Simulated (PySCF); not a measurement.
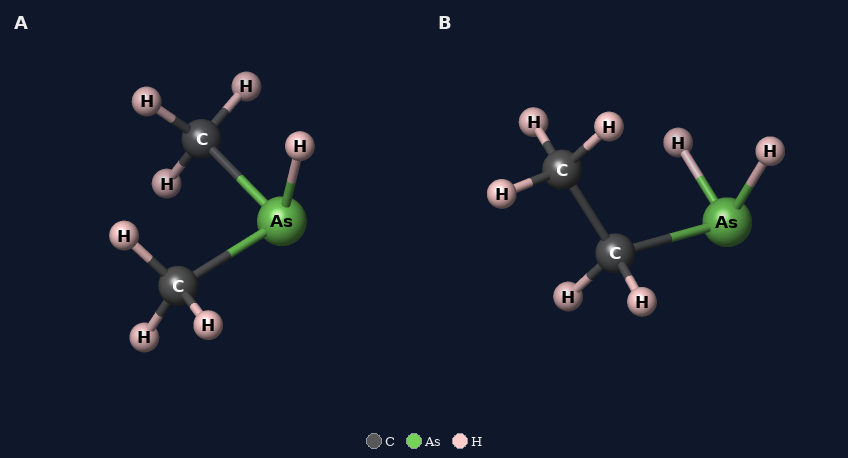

2 stationary structures of one formula. Geometries: PBE0-D3(BJ)/def2-SVP. Electronic energies: PBE0-D3(BJ)/def2-SVP (PySCF 2.14.0), without zero-point energy. No frequency run is at hand to confirm each as a minimum.

> Rank them by energy, lowest first.

A is lowest; B lies 0.096 eV above it. A is `C[AsH]C`, B is `CC[AsH2]`.
